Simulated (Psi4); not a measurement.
# doublet GeS− at 3 levels

We compute a comparison of 3 runs (UB3LYP/6-31G*, UTPSSh/aug-cc-pVTZ) of doublet GeS−. 

The results are computed with Psi4 1.11.

**1. The structure to begin with**

GeS−: 2 atoms, total charge -1, spin state doublet. SMILES of the parent species: `[S+]#[Ge-]`. The bond length is the one measured for the parent species. That shape belongs to the parent species and isn't relaxed for this state.

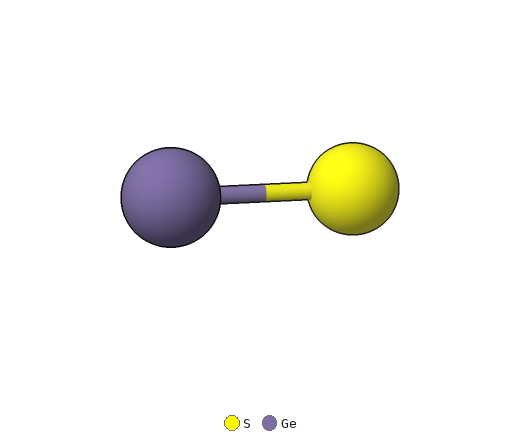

Viewed from a chosen angle; sulfur yellow, germanium purple.

**2. A single-point energy at UB3LYP/6-31G(d) (spherical functions) (run 1)**

Contents of ges.py:

```python
import psi4

psi4.set_memory('1600 MB')
psi4.set_num_threads(1)
psi4.set_output_file('ges.out', False)

geom = psi4.geometry("""
-1 2
S      0.000000     0.000000     0.000000
Ge     0.000000     0.000000     2.012086
units angstrom
symmetry c1
no_reorient
no_com
""")

options = {'basis': '6-31G*', 'reference': 'uks', 'puream': True, 'e_convergence': 1e-09, 'd_convergence': 1e-08, 'scf_type': 'pk', 'dft_radial_points': 99, 'dft_spherical_points': 590, 'maxiter': 100}
psi4.set_options(options)

e, wfn = psi4.energy("b3lyp", molecule=geom, return_wfn=True)
psi4.oeprop(wfn, "MULLIKEN_CHARGES", "MAYER_INDICES", "WIBERG_LOWDIN_INDICES")
print(f'total energy {e:.8f} hartree = {e * 27.211386:.5f} eV')
for k, v in sorted(psi4.core.scalar_variables().items()):
    print(f'{k:45s} {v:18.10f}')
```

The run is started by

```
$ python ges.py
```

ges.out:

```text
[...]
  Running in c1 symmetry.
[...]
  Nuclear repulsion =  134.655641887593276
[...]
  Multiplicity = 2
[...]
  Nalpha       = 25
  Nbeta        = 24
[...]
    Number of basis functions: 50
[...]
   @UKS iter   1: -2473.36820093758161   -1.92872e+00   5.44648e-02 ADIIS/DIIS
[...]
   @UKS iter  14: -2474.99764800759340    4.54747e-13   9.19424e-10 DIIS
[...]
   @S^2 Observed:                7.520225957E-01
[...]
  @UKS Final Energy: -2474.99764800759340
   => Energetics <=
    Nuclear Repulsion Energy =            134.6556418875932764
    One-Electron Energy =               -3724.0089404146651759
    Two-Electron Energy =                1198.8262307835780121
    DFT Exchange-Correlation Energy =     -84.4705802640998371
    Empirical Dispersion Energy =           0.0000000000000000
    VV10 Nonlocal Energy =                  0.0000000000000000
    Total Energy =                      -2474.9976480075933978
  UHF NO Occupations:
  HONO-2 :   23  A 1.9997402
  HONO-1 :   24  A 1.9994509
[...]
 Multipole Moments:
 ------------------------------------------------------------------------------------
     Multipole            Electronic (a.u.)      Nuclear  (a.u.)        Total (a.u.)
 ------------------------------------------------------------------------------------
 L = 1.  Multiply by 2.5417464519 to convert [e a0] to [Debye]
 Dipole X            :         -0.0000000            0.0000000           -0.0000000
 Dipole Y            :          0.0000000            0.0000000            0.0000000
 Dipole Z            :       -123.7351763          121.6733274           -2.0618489
 Magnitude           :                                                    2.0618489
[...]
```

Standard output:

```text
total energy -2474.99764801 hartree = -67348.11635 eV
CURRENT ENERGY                                  -2474.9976480076
CURRENT REFERENCE ENERGY                        -2474.9976480076
DD SOLVATION ENERGY                                 0.0000000000
DFT FUNCTIONAL TOTAL ENERGY                     -2474.9976480076
DFT TOTAL ENERGY                                -2474.9976480076
DFT VV10 ENERGY                                     0.0000000000
DFT XC ENERGY                                     -84.4705802641
GRID ELECTRONS ALPHA                               25.0000000889
GRID ELECTRONS BETA                                24.0000000837
GRID ELECTRONS TOTAL                               49.0000001726
NUCLEAR REPULSION ENERGY                          134.6556418876
ONE-ELECTRON ENERGY                             -3724.0089404147
PCM POLARIZATION ENERGY                             0.0000000000
PE ENERGY                                           0.0000000000
SCF ITERATION ENERGY                            -2474.9976480076
SCF ITERATIONS                                     14.0000000000
SCF TOTAL ENERGY                                -2474.9976480076
TWO-ELECTRON ENERGY                              1198.8262307836
XC GRID RADIAL POINTS                              99.0000000000
XC GRID SPHERICAL POINTS                          590.0000000000
XC GRID TOTAL POINTS                           108367.0000000000
```

It took 4.5 s on 1 thread of Intel Xeon 6975P-C (Granite Rapids), shared host; peak memory 0.35 GiB.

**3. The energy at UB3LYP/6-31G(d) (Cartesian functions) (run 2)**

Contents of ges.inp:

```
memory 1.6 GB

molecule m {
  -1 2
  S      0.000000     0.000000     0.000000
  Ge     0.000000     0.000000     2.012086
  units angstrom
  symmetry c1
  no_reorient
  no_com
}

set {
  reference            uks
  puream               false
  e_convergence        1e-09
  d_convergence        1e-08
  scf_type             pk
  dft_radial_points    99
  dft_spherical_points 590
  maxiter              100
}

e_tot, wfn = energy('b3lyp/6-31G*', return_wfn=True)
print_variables()
```

The run is started by

```
$ psi4 -n 1 ges.inp ges.out
```

ges.out:

```text
[...]
  Running in c1 symmetry.
[...]
  Nuclear repulsion =  134.655641887593276
[...]
  Multiplicity = 2
[...]
  Nalpha       = 25
  Nbeta        = 24
[...]
    Number of basis functions: 54
[...]
   @UKS iter   1: -2473.22020547997181   -1.75177e+00   5.49962e-02 ADIIS/DIIS
[...]
   @UKS iter  14: -2475.00615196910712   -8.18545e-12   2.61352e-09 DIIS
[...]
   @S^2 Observed:                7.520106968E-01
[...]
  @UKS Final Energy: -2475.00615196910712
   => Energetics <=
    Nuclear Repulsion Energy =            134.6556418875932764
    One-Electron Energy =               -3723.9617401214359234
    Two-Electron Energy =                1198.7431048427674796
    DFT Exchange-Correlation Energy =     -84.4431585780315572
    Empirical Dispersion Energy =           0.0000000000000000
    VV10 Nonlocal Energy =                  0.0000000000000000
    Total Energy =                      -2475.0061519691066678
  UHF NO Occupations:
  HONO-2 :   23  A 1.9997410
  HONO-1 :   24  A 1.9994574
[...]
 Multipole Moments:
 ------------------------------------------------------------------------------------
     Multipole            Electronic (a.u.)      Nuclear  (a.u.)        Total (a.u.)
 ------------------------------------------------------------------------------------
 L = 1.  Multiply by 2.5417464519 to convert [e a0] to [Debye]
 Dipole X            :          0.0000000            0.0000000            0.0000000
 Dipole Y            :          0.0000000            0.0000000            0.0000000
 Dipole Z            :       -123.7445382          121.6733274           -2.0712108
 Magnitude           :                                                    2.0712108
[...]
```

Run time: 6 s. Hardware: 1 thread of Intel Xeon 6975P-C (Granite Rapids), shared host; peak memory 0.37 GiB.

**4. Energy and gradient at UTPSSh/aug-cc-pVTZ (run 3)**

Contents of job.json:

```json
{
 "schema_name": "qcschema_input",
 "schema_version": 1,
 "molecule": {
  "schema_name": "qcschema_molecule",
  "schema_version": 2,
  "symbols": ["S", "Ge"],
  "geometry": [0.0, 0.0, 0.0, 0.0, 0.0, 3.80229148],
  "molecular_charge": -1,
  "molecular_multiplicity": 2,
  "fix_symmetry": "c1"
 },
 "driver": "gradient",
 "model": {
  "method": "tpssh",
  "basis": "aug-cc-pVTZ"
 },
 "keywords": {
  "reference": "uks",
  "puream": true,
  "e_convergence": 1e-09,
  "d_convergence": 1e-08,
  "scf_type": "pk",
  "dft_radial_points": 99,
  "dft_spherical_points": 590,
  "maxiter": 100,
  "scf_properties": ["LOWDIN_CHARGES", "WIBERG_LOWDIN_INDICES", "MULLIKEN_CHARGES"]
 }
}
```

The run is started by

```
$ psi4 --qcschema job.json -n 1 --memory 1600MB
```

stdout:

```text
[...]
  Running in c1 symmetry.
[...]
  Nuclear repulsion =  134.655641918330787
[...]
  Multiplicity = 2
[...]
  Nalpha       = 25
  Nbeta        = 24
[...]
    Number of basis functions: 109
[...]
   @UKS iter   1: -2473.65778322897268   -1.78433e+00   2.13465e-02 DIIS/ADIIS
[...]
   @UKS iter  15: -2475.28333795105254   -1.18234e-11   4.95437e-09 DIIS
[...]
   @S^2 Observed:                7.546197930E-01
[...]
  @UKS Final Energy: -2475.28333795105254
   => Energetics <=
    Nuclear Repulsion Energy =            134.6556419183307867
    One-Electron Energy =               -3723.5192219315049442
    Two-Electron Energy =                1208.1860739442713566
    DFT Exchange-Correlation Energy =     -94.6058318821498290
    Empirical Dispersion Energy =           0.0000000000000000
    VV10 Nonlocal Energy =                  0.0000000000000000
    Total Energy =                      -2475.2833379510525447
  UHF NO Occupations:
  HONO-2 :   23  A 1.9993657
  HONO-1 :   24  A 1.9987521
[...]
  Mulliken Charges: (a.u.)
   Center  Symbol    Alpha    Beta     Spin     Total
       1     S     8.30659  8.23728  0.06931 -0.54387
       2    GE    16.69341 15.76272  0.93069 -0.45613
   Total alpha = 25.00000, Total beta = 24.00000, Total charge = -1.00000
  Lowdin Charges: (a.u.)
   Center  Symbol    Alpha    Beta     Spin     Total
       1     S     8.27695  8.03071  0.24624 -0.30766
       2    GE    16.72305 15.96929  0.75376 -0.69234
  Total alpha = 25.00000, Total beta = 24.00000, Total charge = -1.00000
[...]
  -Total Gradient:
     Atom            X                  Y                   Z
    ------   -----------------  -----------------  -----------------
       1       -0.000000000002    -0.000000000001     0.049413323951
       2        0.000000000003     0.000000000003    -0.049425487798
[...]
```

The result, in JSON:

```text
{
 "driver": "gradient",
 "model": {
  "method": "tpssh",
  "basis": "aug-cc-pVTZ"
 },
 "success": true,
 "return_result": [-2.3750196286307056e-12, -5.913012112906086e-13, 0.049413323951078364, 2.794292394487693e-12, 2.7780358884422736e-12, -0.0494254877977533],
 "properties": {
  "calcinfo_nbasis": 109,
  "calcinfo_nmo": 109,
  "calcinfo_nalpha": 25,
  "calcinfo_nbeta": 24,
  "calcinfo_natom": 2,
  "nuclear_repulsion_energy": 134.6556419183308,
  "return_energy": -2475.2833379510525,
  "return_gradient": [-2.3750196286307056e-12, -5.913012112906086e-13, 0.049413323951078364, 2.794292394487693e-12, 2.7780358884422736e-12, -0.0494254877977533],
  "scf_one_electron_energy": -3723.519221931505,
  "scf_two_electron_energy": 1208.1860739442714,
  "scf_xc_energy": -94.60583188214983,
  "scf_dipole_moment": [1.0619824221705578e-09, 5.7867655266221824e-11, 0.3784644217799009],
  "scf_total_energy": -2475.2833379510525,
  "scf_total_gradient": [-2.3750196286307056e-12, -5.913012112906086e-13, 0.049413323951078364, 2.794292394487693e-12, 2.7780358884422736e-12, -0.0494254877977533],
  "scf_iterations": 15
 }
}
```

Run time: 2.3 min. Hardware: 1 thread of Intel Xeon 6975P-C (Granite Rapids), shared host; peak memory 1.4 GiB.

**5. All runs side by side**

| run | level | Cartesian functions | task | energy (Eh) | HOMO energy (eV) | LUMO energy (eV) | ⟨S²⟩ | wall time |
| --- | --- | --- | --- | --- | --- | --- | --- | --- |
| 1 | UB3LYP/6-31G* (spherical functions) | no | energy | -2474.997648 | 2.03 | 3.35 | 0.752 | 4.5 s |
| 2 | UB3LYP/6-31G* (Cartesian functions) | yes | energy | -2475.006152 | 2.02 | 3.34 | 0.752 | 6 s |
| 3 | UTPSSh/aug-cc-pVTZ | no | gradient | -2475.283338 | 1.57 | 2.41 | 0.755 | 2.3 min |

**6. What came out**

| quantity | value |
| --- | --- |
| run 3: total energy | -2475.28334 Eh |
| run 3: HOMO energy (highest over α and β) | 1.57 eV |
| run 3: LUMO energy (lowest over α and β) | 2.41 eV |
| run 3: ⟨S²⟩ | 0.755 |
| run 3: largest force on an atom | 2.542 eV/Å |

Totals of different functionals can't be ranked against each other. In all runs the HOMO lies above zero, from self-interaction, a short basis or an electron that isn't bound. All runs together took 2.5 min, the longest 2.3 min.
